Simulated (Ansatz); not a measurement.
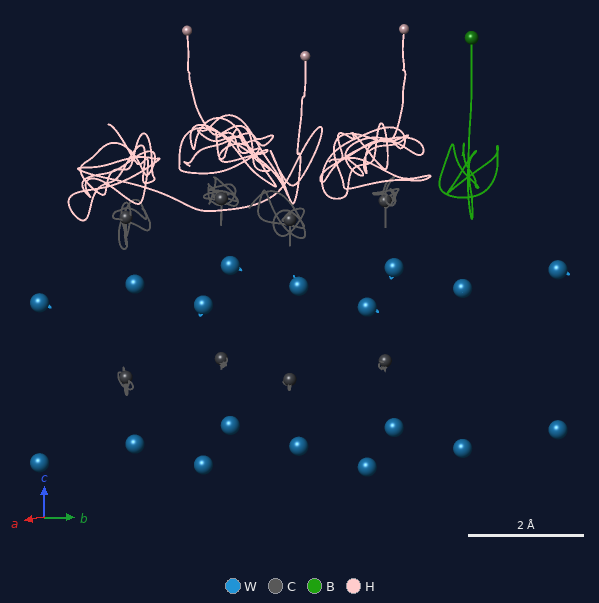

Molecular dynamics of BH3 on WC(001) (20 atoms in the cell), 345 fs long. Lines trace each atom's path, in the colour of its element; spheres stand at the starting positions. Fixed atoms have no trace. Seen from a free direction in the simulation cell, with the vacuum cut short.

These are results of DFT PBEsol, scalar-relativistic, plane waves, PAW in Ansatz 0.2.0, not measurements. Run with plane-wave cutoff 420 eV; k-point mesh 3 × 3 × 1; Fermi-Dirac smearing 0.15 eV; 4 atoms held fixed; constant energy (NVE); time step 0.75 fs; at the start 4 atoms move with typed velocities and the others are at rest.

Q: Describe the motion.

A: In the second half of the run the atoms are, in the root-mean-square, this far from where they began (common drift taken out): H 3.05 Å, B 2.34 Å, C 0.27 Å, W 0.13 Å. Against the typical shortest distance between atoms in the first frame, about 2.2 Å, the B and H atoms make wide excursions, while the W and C atoms stay at their sites; the run is too short to say whether this is diffusion. 4 of the 16 free atoms end more than three quarters of that spacing from the start. Bond changes: 3 C–H bonds form between 47 fs and 123 fs; one C–H contact opens and closes in turn; 2 B–C bonds form between 52 fs and 58 fs; 2 B–H contacts open and close in turn; one B–H bond breaks at about 58 fs. The mean temperature in the second half is 2526 K (standard deviation 555 K). It is well above the start because potential energy is released as heat. The potential energy in the second half lies on average 242 meV per atom below the first frame. The total energy stays between −2.9 and 2.1 meV per atom of its start. A straight-line fit has a slope that amounts to −0.22 meV per atom over 345 fs (under 0.1 % of the mean kinetic energy), its mean offset in the second half is 0.2 %, and the ripple about the line is 0.6 % of the kinetic energy's fluctuation. With a drift under 2 % and a ripple under 7 %, the integration is accurate.

Limits of the set-up: the periodic images lie only 5.7 Å apart, so the values are limited by the cell's size.

The run took 36 min on 2 threads of Intel(R) Xeon(R) 6975P-C (Granite Rapids) (shared host), peak memory 1.2 GiB.

PAW datasets: the set soft_1.
